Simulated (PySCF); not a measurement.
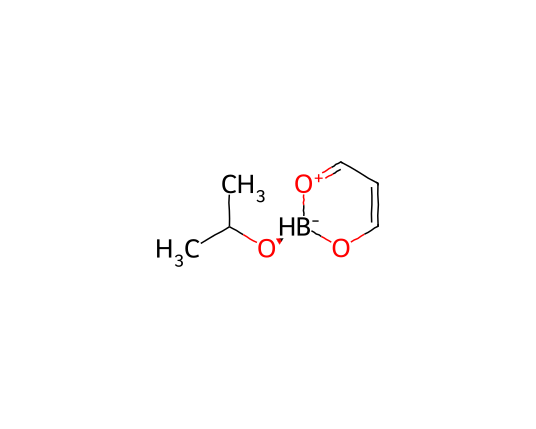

Computed geometry: GFN2-xTB optimisation. No frequency run is at hand to confirm it as a minimum. Method: PBE0/pcSseg-1, gas phase (PySCF 2.14.0).

Predict the main results.

The species is C₆H₁₁BO₃ (`CC(C)O[B@@H-]1OC=CC=[O+]1`).
- dipole moment: 3.24 D
- HOMO energy (Kohn–Sham orbital): −7.35 eV
- LUMO energy (Kohn–Sham orbital): −2.22 eV
- HOMO–LUMO gap: 5.12 eV

The geometry is semi-empirical. Around B such bond lengths and angles can be off by a tenth of an ångström or more and by several degrees, and values that hang on the shape move with them.
